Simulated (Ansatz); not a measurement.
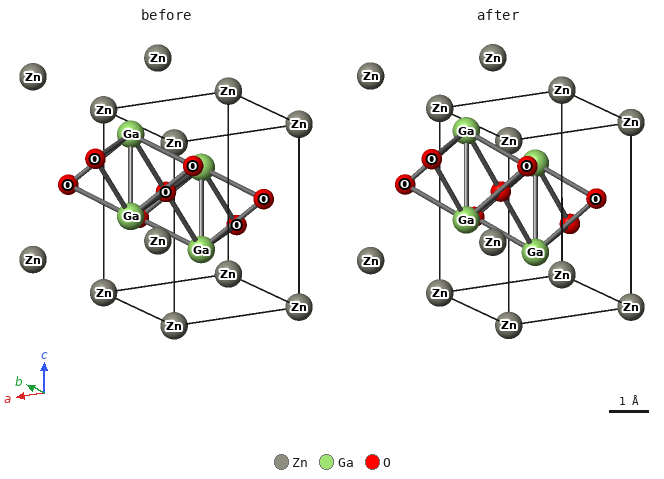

The structure of solid ZnGa2O2 (a generated structure, set up in P4/mmm) (coarse preliminary run) before (left) and after (right) a relaxation, at one scale.

Style: ball-and-stick. Shown: the cell of the calculation, repeated 1 × 2 × 1 with one cell outlined, from a free direction.

Theory: DFT PBE, scalar-relativistic, plane waves, PAW (Ansatz 0.2.0). Settings: plane-wave cutoff 420 eV; k-point mesh 6 × 6 × 4; occupations gaussian; smearing width 0.1 eV; no spin polarisation; cell and atoms relaxed; force threshold 0.04 eV/Å; at most 70 steps.

Summarise the run.

Answer. The largest moves relative to the cell, 0.082 Å, are those of Ga atoms. O and Zn stay in place. The drawn cell changes as follows: a = b 3.712 → 3.633 Å (−2.1 %), c 4.908 → 4.954 Å (+0.9 %); the volume changes by −3.3 %. Among the contacts that change: Ga–Ga 2.206 → 2.391 Å, Ga–Ga 2.702 → 2.563 Å, Ga–O 2.159 → 2.175 Å. Among the angles between lasting bonds that change: Ga–O–Ga 61.4° → 66.7°, O–Ga–O 118.6° → 113.3°, Ga–O–Ga 118.6° → 113.3°. The space group stays P4/mmm (No. 123). Over 3 accepted moves (4 points after the start) the energy falls by 53.4 meV per atom. The largest force component goes from 2.7 to 0.026 eV/Å. Pressure: 1.33 GPa at the start and −0.13 GPa at the end. The SCF was repeated once at an unchanged geometry on a basis and grid sized afresh for the cell, which shifted the energy by 1.0 meV per atom at most.
